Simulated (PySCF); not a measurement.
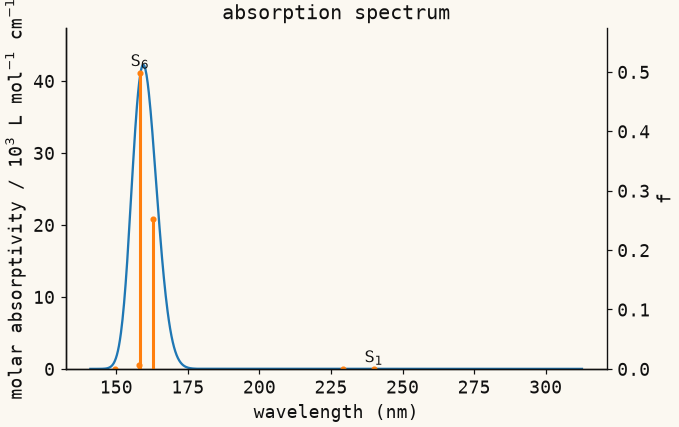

Computed absorption of BHS, SMILES B=S. Vertical TDDFT excitations, CAM-B3LYP/aug-cc-pVTZ in PySCF, at a PBE0-D3(BJ)/def2-TZVP geometry (no frequency check), gas phase. The lowest 10 singlet states are shown; each is broadened by a Gaussian of 1/e half-width 0.25 eV. Sticks give oscillator strengths (right axis). States within 0.01 eV of each other are merged, with their strengths summed. The highest state may be half of a pair whose partner wasn't computed.

### Where is the maximum of the broadened curve, and how high is it?

At about 7.8 eV (159 nm), with ε near 42000 L mol⁻¹ cm⁻¹.

### Does any vertical transition fall in the visible?

No singlet lies below 3.1 eV (beyond 400 nm), so at this level no vertical transition falls in the visible.

### List the transitions behind the spectrum.

```tsv
state	E (eV)	λ (nm)	f	main character
S1	5.17	240	0.000	HOMO → LUMO+1 (36 %)
S2/S3	5.41	229	0.000	HOMO−1 → LUMO/LUMO+1
S4/S5	7.62	163	0.253	HOMO/HOMO−1 → LUMO+2
S6	7.83	158	0.498	HOMO−1 → LUMO+1 (36 %)
S7/S8	7.86	158	0.007	HOMO−2 → LUMO/LUMO+1
S9/S10	8.30	149	0.000	HOMO/HOMO−1 → LUMO+3
```

Note: core orbitals are frozen in the response.
